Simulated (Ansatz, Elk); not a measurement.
# Bonding as seen by X-rays: YBe2P2

Structure refinements treat a crystal as free atoms side by side. For a made-up structure of YBe2P2 (cell and positions from a PBE relaxation) the runs below show what the calculated density changes in F(hkl).

Main program and level: Elk 11.2.3 (patched build); DFT, PBE, all-electron APW+lo, Dirac cores, scalar-relativistic bands, static density, no spin.

The structure was built from a prototype and need not be the compound's stable phase.

### 1. Set-up

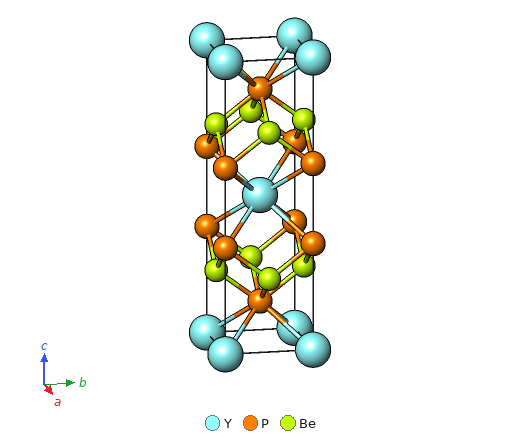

Start, viewed slightly off an axis; yttrium teal, phosphorus orange, beryllium green. This picture shows the conventional cell, with its axes. Some periodic images of atoms are drawn too.

### 2. Ground state and structure factors

An all-electron density is needed, since X-rays see the cores too. Task 0 finds the density and task 195 Fourier-transforms it; tshift is off so that phases refer to the origin typed.

elk.in

```
tasks
  0
  195

xctype
  20

spinpol
  .false.

rgkmax
  7.0

gmaxvr
  14.0

lmaxo
  7

lmaxapw
  8

swidth
  0.002

tshift
  .false.

ramdisk
  .false.

hmaxvr
  5.5

maxscl
  120

epspot
  1e-06

sppath
  './'

avec
  -3.33602307948 3.33602307948 11.23481144393
  3.33602307948 -3.33602307948 11.23481144393
  3.33602307948 3.33602307948 -11.23481144393

atoms
  3
  'Y.in'
  1
  -0.0000000000 -0.0000000000 -0.0000000000   0.000000 0.000000 0.000000
  'P.in'
  2
  0.6370112299 0.6370112299 0.0000000000   0.000000 0.000000 0.000000
  0.3629887701 0.3629887701 -0.0000000000   0.000000 0.000000 0.000000
  'Be.in'
  2
  0.2500000000 0.7500000000 0.5000000000   0.000000 0.000000 0.000000
  0.7500000000 0.2500000000 0.5000000000   0.000000 0.000000 0.000000

ngridk
  9 9 9
```

On the command line:

```console
$ OMP_NUM_THREADS=4 elk
```

Numbers of over 12 decimals in the logs are rounded to 6 here.

The program printed:

```text
┌─────────────────────────┐
│ Elk code version 11.2.3 │
└─────────────────────────┘

All units are atomic (Hartree, Bohr, etc.)

┌─────────────────────────────────────────────────┐
│ Ground-state run starting from atomic densities │
└─────────────────────────────────────────────────┘

Lattice vectors :
  -3.336023079       3.336023079       11.23481144
   3.336023079      -3.336023079       11.23481144
   3.336023079       3.336023079      -11.23481144

Reciprocal lattice vectors :
 -0.1889964799E-16  0.9417179014      0.2796302073
  0.9417179014     -0.1889964799E-16  0.2796302073
  0.9417179014      0.9417179014     -0.1097827438E-16

Unit cell volume      :    500.1311126
Brillouin zone volume :   0.4959703709

Muffin-tin inner radius fraction :   0.1000000000E-01

Nuclei treated as point charges

Species : 1 (Y)
 parameters loaded from : Y.in
 name : yttrium
 nuclear charge    :   -39.00000000
 electronic charge :    39.00000000
 atomic mass :    162065.4503
 muffin-tin radius :    2.600000000
 number of radial points in muffin-tin :   1193
 inner part over the whole radius :   0.9871815862E-02
 number on inner part of muffin-tin    :    847
 approximate nuclear radius :   0.8135895711E-04
 number of mesh points to nuclear radius :    416
 atomic positions (lattice), magnetic fields (Cartesian) :
  1 :   0.00000000  0.00000000  0.00000000    0.00000000  0.00000000  0.00000000

Species : 2 (P)
 parameters loaded from : P.in
 name : phosphorus
 nuclear charge    :   -15.00000000
 electronic charge :    15.00000000
 atomic mass :    56461.71230
 muffin-tin radius :    2.200000000
 number of radial points in muffin-tin :    793
 inner part over the whole radius :   0.9987340520E-02
 number on inner part of muffin-tin    :    554
 approximate nuclear radius :   0.6081821256E-04
 number of mesh points to nuclear radius :    248
 atomic positions (lattice), magnetic fields (Cartesian) :
  1 :  -0.36298877 -0.36298877  0.00000000    0.00000000  0.00000000  0.00000000
  2 :   0.36298877  0.36298877  0.00000000    0.00000000  0.00000000  0.00000000

Species : 3 (Be)
 parameters loaded from : Be.in
 name : beryllium
 nuclear charge    :   -4.000000000
 electronic charge :    4.000000000
 atomic mass :    16428.20280
 muffin-tin radius :    1.800000000
 number of radial points in muffin-tin :    593
 inner part over the whole radius :   0.9826427374E-02
 number on inner part of muffin-tin    :    403
 approximate nuclear radius :   0.4290726161E-04
 number of mesh points to nuclear radius :    156
 atomic positions (lattice), magnetic fields (Cartesian) :
  1 :   0.25000000 -0.25000000  0.50000000    0.00000000  0.00000000  0.00000000
  2 :  -0.25000000  0.25000000  0.50000000    0.00000000  0.00000000  0.00000000

Total number of atoms per unit cell :    5
Total muffin-tin volume :    211.6847018
 ratio of muffin-tin to unit cell volume :   0.4232584145

Spin treatment :
 spin-unpolarised

Number of Bravais lattice symmetries :   16
Number of crystal symmetries         :   16
Crystal has inversion symmetry
Real symmetric eigensolver will be used

k-point grid :      9     9     9
k-point offset :    0.000000000       0.000000000       0.000000000
k-point set is reduced with full crystal symmetry group
Total number of k-points :       75

Muffin-tin radius times maximum |G+k| :    7.000000000
 using average radius
Maximum |G+k| for APW functions       :    3.301886792
Maximum (1/2)|G+k|²                   :    5.451228195
Maximum |G| for potential and density :    14.00000000
Constant for pseudocharge density :    9
 order of it for each species :   16  16  16
 order of it for pair densities of each species (exact exchange by exxq0 0: 17) :   15  10   5
Radial integration step length :    1

G-vector grid sizes :     56    56    56
Number of G-vectors :    23143

Maximum angular momentum used for
 APW functions            :    8
 outer part of muffin-tin :    7
 inner part of muffin-tin :    2

Total nuclear charge    :   -77.00000000
[...]
electron entropic           :    -0.58947534410953E-03
 total energy                :     -4104.2233974081

Density of states at Fermi energy :    46.03608762
 (states/Hartree/unit cell)

Estimated indirect band gap :   0.1057562195E-02
 from k-point 42 to k-point 6
Estimated direct band gap   :   0.1192663051E-01
 at k-point 62

Charges :
 core                        :    52.00000000
 valence                     :    25.00000000
 interstitial                :    7.517446517
 muffin-tins (core leakage)
  species : 1 (Y)
   atom 1                    :    36.59319212     (  0.8910978188E-05)
  species : 2 (P)
[...]
species : 3 (Be)
[...]
total in muffin-tins        :    69.48255348
 total calculated charge     :    76.99690732
 total charge                :    77.00000000
 error                       :   0.3092679748E-02

RMS change in Kohn-Sham potential (target) :    4.744384227     (  0.1000000000E-05)
Absolute change in total energy (target)   :    3.691304089     (  0.1000000000E-03)

[... loops 3 to 16 left out ...]

┌──────────────────┐
│ Loop number : 17 │
└──────────────────┘

Energies :
 Fermi                       :     0.328034
 sum of occupied eigenvalues :     -2387.9856343188
 electron kinetic            :      4208.8016381597
 core electron kinetic       :      4131.5311381465
 Coulomb                     :     -8146.3087559698
 Coulomb potential           :     -6386.2621604287
 nuclear-nuclear             :     -487.05281950436
 electron-nuclear            :     -8941.2388792666
 Hartree                     :      1281.9829428012
 Madelung                    :     -4953.1776757554
 xc potential                :     -210.52511204975
 exchange                    :     -158.62132978246
 correlation                 :     -3.447292
 electron entropic           :    -0.53198431269442E-03
 total energy                :     -4099.5762714691

Density of states at Fermi energy :    41.29541961
 (states/Hartree/unit cell)

Estimated indirect band gap :   0.5653866850E-03
 from k-point 62 to k-point 6
Estimated direct band gap   :   0.9868632652E-02
 at k-point 62

Charges :
 core                        :    52.00000000
 valence                     :    25.00000000
 interstitial                :    7.551560937
 muffin-tins (core leakage)
  species : 1 (Y)
[...]
species : 2 (P)
[...]
species : 3 (Be)
[...]
total in muffin-tins        :    69.44843906
 total calculated charge     :    76.99695809
 total charge                :    77.00000000
 error                       :   0.3041910461E-02

RMS change in Kohn-Sham potential (target) :   0.3024288596E-06 (  0.1000000000E-05)
Absolute change in total energy (target)   :   0.5784104360E-06 (  0.1000000000E-03)

Convergence targets achieved

┌──────────────────┐
│ Loop number : 18 │
└──────────────────┘

Energies :
 Fermi                       :     0.328034
 sum of occupied eigenvalues :     -2387.9856347532
 electron kinetic            :      4208.8016383956
 core electron kinetic       :      4131.5311383716
 Coulomb                     :     -8146.3087565672
 Coulomb potential           :     -6386.2621596284
 nuclear-nuclear             :     -487.05281950436
 electron-nuclear            :     -8941.2388812647
 Hartree                     :      1281.9829442019
 Madelung                    :     -4953.1776767529
 xc potential                :     -210.52511352043
 exchange                    :     -158.62132979586
 correlation                 :     -3.447292
 electron entropic           :    -0.53198422536322E-03
 total energy                :     -4099.5762718448

Density of states at Fermi energy :    41.29541345
 (states/Hartree/unit cell)

Estimated indirect band gap :   0.5653866798E-03
 from k-point 62 to k-point 6
Estimated direct band gap   :   0.9868630845E-02
 at k-point 62

Charges :
 core                        :    52.00000000
 valence                     :    25.00000000
 interstitial                :    7.551560951
 muffin-tins (core leakage)
  species : 1 (Y)
[...]
species : 2 (P)
[...]
atom 2                    :    13.49975063     (  0.3181036568E-03)
  species : 3 (Be)
   atom 1                    :    2.804842097     (  0.1141818883E-02)
   atom 2                    :    2.804842097     (  0.1141818883E-02)
 total in muffin-tins        :    69.44843905
 total calculated charge     :    76.99695809
 total charge                :    77.00000000
 error                       :   0.3041910462E-02

┌──────────────────────────────┐
│ Self-consistent loop stopped │
└──────────────────────────────┘

Warning : core states of species 2 leak from the muffin-tin :   0.3181036568E-03

Warning : core states of species 3 leak from the muffin-tin :   0.1141818883E-02

Wrote STATE.OUT
```

It took 26 s on 4 threads of Intel Xeon Gold 6455B (Sapphire Rapids), shared host; peak memory 0.19 GiB.

SFACRHO.OUT:

```text

h k l indices transformed by vhmat matrix:
   1.000000000       0.000000000       0.000000000    
   0.000000000       1.000000000       0.000000000    
   0.000000000       0.000000000       1.000000000    

      h      k      l  multipl.   |H|            Re(F)            Im(F)           |F|

      0      0      0      1   0.0000000       76.999999     -0.14557224E-16   76.999999    
     -1     -1      1      2  0.55926041       25.470230      0.21750820E-14   25.470230    
      1      0      0      8  0.98235720       17.469042     -0.26027675E-14   17.469042    
     -2     -2      2      2   1.1185208       15.420059      0.16055964E-13   15.420059    
     -2     -1      1      8   1.2611781       49.254998     -0.78083026E-14   49.254998    
      1     -1      0      4   1.3317902       47.009769     -0.95185381E-15   47.009769    
      0     -2      1      8   1.4444506       30.831815      0.16881383E-14   30.831815    
     -3     -3      3      2   1.6777812       32.878039     -0.56963176E-14   32.878039    
     -3     -2      3      8   1.6857221       35.650478     -0.13881427E-13   35.650478    
      1      3     -2      8   1.7391820       7.0554727     -0.14052596E-13   7.0554727    
     -1      1      1      4   1.8834358       48.077907      0.42713058E-15   48.077907    
     -2      0      2      8   1.9647144       20.769516      0.26024498E-14   20.769516    
     -2      1      1     16   2.1242307       14.984485      0.26027675E-14   14.984485    
     -2     -4      3      8   2.1421053       36.176571     -0.14219064E-13   36.176571    
     -4     -3      3      8   2.1721630       9.6862490      0.29064238E-13   9.6862490    
     -3     -1      3      8   2.1905294       13.024630      0.13275745E-13   13.024630    
     -4     -4      4      2   2.2370417       41.710319     -0.24991048E-13   41.710319    
      1      2      0     16   2.2666937       38.602877      0.13881427E-13   38.602877
```

Elk indexes on the primitive cell of elk.in and gives |H| = 4π sin θ/λ in inverse bohr. Below, one row stands for each form hkl of the conventional cell (m members, Friedel mates merged), F is for one primitive cell and the density is static (no thermal factor). Free-atom factors are Waasmaier and Kirfel's, and R is Σm||F|−|F'||/Σm|F|.

| hkl | m | sin θ/λ (Å⁻¹) | abs F, DFT | neutral atoms | diff. |
| --- | --- | --- | --- | --- | --- |
| 002 | 2 | 0.084 | 25.470 | 25.539 | -0.069 |
| 101 | 8 | 0.148 | 17.469 | 17.748 | -0.279 |
| 004 | 2 | 0.168 | 15.420 | 15.401 | +0.019 |
| 103 | 8 | 0.190 | 49.255 | 49.021 | +0.234 |
| 110 | 4 | 0.200 | 47.010 | 47.158 | -0.148 |
| 112 | 8 | 0.217 | 30.832 | 30.834 | -0.002 |
| 006 | 2 | 0.252 | 32.878 | 32.906 | -0.028 |
| 105 | 8 | 0.254 | 35.651 | 35.722 | -0.072 |
| 114 | 8 | 0.262 | 7.056 | 6.981 | +0.074 |
| 200 | 4 | 0.283 | 48.078 | 48.253 | -0.175 |
| 202 | 8 | 0.295 | 20.770 | 20.655 | +0.115 |
| 211 | 16 | 0.319 | 14.985 | 14.851 | +0.134 |
| 116 | 8 | 0.322 | 36.177 | 36.239 | -0.063 |
| 107 | 8 | 0.327 | 9.686 | 9.472 | +0.215 |

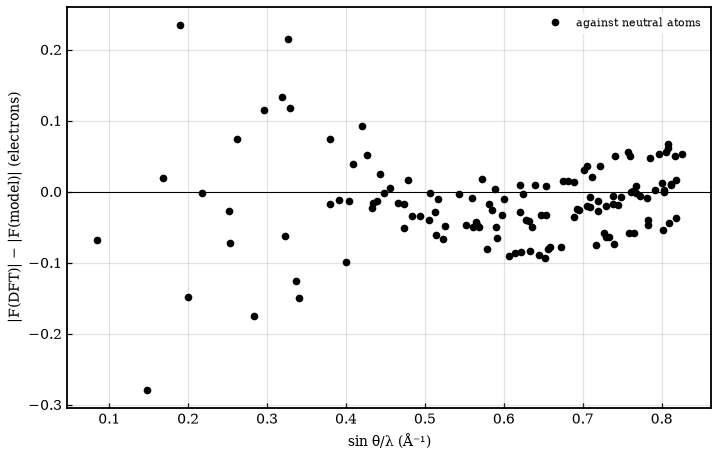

Difference between the calculated structure factors and the independent-atom ones.

### 3. The highest occupied states alone

An energy window below the Fermi level keeps the highest occupied states, to see at which angles they scatter; shallow core shells can lie inside it and anion s states outside. No new self-consistency is needed.

Changes to elk.in since step 2:

```diff
@@ -1,3 +1,2 @@
 tasks
-  0
   195
@@ -40,2 +39,5 @@
 
+wsfac
+  -0.039460 0.628030
+
 sppath
```

On the command line:

```console
$ OMP_NUM_THREADS=4 elk
```

The program printed:

```text
┌─────────────────────────────────┐
│ Elk code version 11.2.3 started │
└─────────────────────────────────┘

Info(readinput): the functional depends on the density's gradient
 muffin-tin radial points multiplied by    2.00000
 (not where nrmtscf is given)

┌────────────────────┐
│ Current task : 195 │
└────────────────────┘

Info(sfacrho): density structure factors written to SFACRHO.OUT

 Energy window :  -0.3946000000E-01  0.6280300000

┌──────────────────┐
│ Elk code stopped │
└──────────────────┘
```

It took 4.4 s on 4 threads; peak memory 0.16 GiB; 6.1 s of CPU time.

States within 10 eV below the Fermi level hold 13.00 electrons; any levels below the window count with the cores. Their amplitudes can exceed the total, where window and core parts have opposite phase:

| hkl | sin θ/λ (Å⁻¹) | abs F, window | abs F, all |
| --- | --- | --- | --- |
| 002 | 0.084 | 1.309 | 25.470 |
| 101 | 0.148 | 1.721 | 17.469 |
| 004 | 0.168 | 1.192 | 15.420 |
| 103 | 0.190 | 1.420 | 49.255 |
| 110 | 0.200 | 0.816 | 47.010 |
| 112 | 0.217 | 0.265 | 30.832 |
| 006 | 0.252 | 0.015 | 32.878 |
| 105 | 0.254 | 0.351 | 35.651 |
| 114 | 0.262 | 0.235 | 7.056 |
| 200 | 0.283 | 0.009 | 48.078 |

### 4. Another functional

The difference from free atoms is small, so it is set against the change that LDA (Perdew-Wang) makes.

Changes to elk.in since step 3:

```diff
@@ -1,2 +1,3 @@
 tasks
+  0
   195
@@ -4,3 +5,3 @@
 xctype
-  20
+  3
 
@@ -39,5 +40,2 @@
 
-wsfac
-  -0.039460 0.628030
-
 sppath
```

On the command line:

```console
$ OMP_NUM_THREADS=4 elk
```

The program printed:

```text
┌─────────────────────────┐
│ Elk code version 11.2.3 │
└─────────────────────────┘

All units are atomic (Hartree, Bohr, etc.)

┌─────────────────────────────────────────────────┐
│ Ground-state run starting from atomic densities │
└─────────────────────────────────────────────────┘

Lattice vectors :
  -3.336023079       3.336023079       11.23481144
   3.336023079      -3.336023079       11.23481144
   3.336023079       3.336023079      -11.23481144

Reciprocal lattice vectors :
 -0.1889964799E-16  0.9417179014      0.2796302073
[...]
species : 3 (Be)
   atom 1                    :    2.811422007     (  0.1244436873E-02)
   atom 2                    :    2.811422007     (  0.1244436873E-02)
 total in muffin-tins        :    69.47205038
 total calculated charge     :    76.99675364
 total charge                :    77.00000000
 error                       :   0.3246355021E-02

┌──────────────────────────────┐
│ Self-consistent loop stopped │
└──────────────────────────────┘

Warning : core states of species 2 leak from the muffin-tin :   0.3173117940E-03

Warning : core states of species 3 leak from the muffin-tin :   0.1244436873E-02

Wrote STATE.OUT
[key lines of the parts left out:]
total energy                :     -4093.2888569992
```

Run time: 17 s. Hardware: 4 threads; peak memory 0.16 GiB; 51 s of CPU time.

Against the first run R = 0.10 %; the largest change is -0.059 at 420.

### 5. Basis size

A smaller basis shows how fast F responds to it; the change is likely larger than the basis error of the first run, but doesn't show convergence.

Changes to elk.in since step 4:

```diff
@@ -5,3 +5,3 @@
 xctype
-  3
+  20
 
@@ -11,3 +11,3 @@
 rgkmax
-  7.0
+  5.5
```

On the command line:

```console
$ OMP_NUM_THREADS=4 elk
```

The program printed:

```text
┌─────────────────────────┐
│ Elk code version 11.2.3 │
└─────────────────────────┘

All units are atomic (Hartree, Bohr, etc.)

┌─────────────────────────────────────────────────┐
│ Ground-state run starting from atomic densities │
└─────────────────────────────────────────────────┘

Lattice vectors :
  -3.336023079       3.336023079       11.23481144
   3.336023079      -3.336023079       11.23481144
   3.336023079       3.336023079      -11.23481144

Reciprocal lattice vectors :
 -0.1889964799E-16  0.9417179014      0.2796302073
[...]
species : 3 (Be)
   atom 1                    :    2.796362687     (  0.1139443461E-02)
   atom 2                    :    2.796362687     (  0.1139443461E-02)
 total in muffin-tins        :    69.40248646
 total calculated charge     :    76.99699395
 total charge                :    77.00000000
 error                       :   0.3006049578E-02

┌──────────────────────────────┐
│ Self-consistent loop stopped │
└──────────────────────────────┘

Warning : core states of species 2 leak from the muffin-tin :   0.3175764852E-03

Warning : core states of species 3 leak from the muffin-tin :   0.1139443461E-02

Wrote STATE.OUT
[key lines of the parts left out:]
total energy                :     -4099.5646151242
```

It took 21 s on 4 threads; peak memory 0.18 GiB.

Against the first run R = 0.02 %; the largest change is +0.023 at 220.

### 6. Settings against the effect

| run | R against the first run (%) | R against neutral atoms, low angle (%) | wall time |
| --- | --- | --- | --- |
| PBE, rgkmax 7 | 0.00 | 0.43 | 26 s |
| LDA (Perdew-Wang) | 0.10 | 0.41 | 17 s |
| rgkmax 5.5 | 0.02 | 0.44 | 21 s |

### 7. What came out

```yaml
r_against_neutral_atoms_sin_theta_lambda_0p3_a_minus1: 0.43 %
r_against_neutral_atoms_0p3_to_0p83_a_minus1: 0.22 %
```

**Reading.** Independent neutral atoms miss the calculated amplitudes by R = 0.43 % below 0.3 Å⁻¹ and 0.22 % from there to 0.83 Å⁻¹; by shells, 1.24 % below 0.15 Å⁻¹ (2 forms), 0.33 % 0.15 to 0.3 (9 forms), 0.29 % 0.3 to 0.45 (19 forms), 0.21 % above 0.45 (104 forms). Bonding, aspherical density and the tables' own atoms all enter these figures, and the runs don't part them. The largest change of an amplitude is -0.28 electrons, at 101. The window's part falls from 13.0 electrons at the origin to at most 0.19 between 0.45 and 0.83 Å⁻¹. Below 0.3 Å⁻¹ the changes that finished (LDA (Perdew-Wang) and rgkmax 5.5) move F by R = 0.03 % at most, against the 0.43 % that separates it from free atoms. The k-mesh has no finished test. Part of the difference isn't bonding: the tables are fits to free atoms and ions calculated by other methods than this functional. Thermal motion, anomalous dispersion and extinction are left out.

[Logs are printed without paths, hosts, clocks, repeated set-up lines and the standing remarks that a program may print on its own settings, such as how far it seeks lower states.]

[Hosts, paths, dates, database ids (printed as entryN), source tags and the programs' standing remarks are cut or masked in the printed files.]
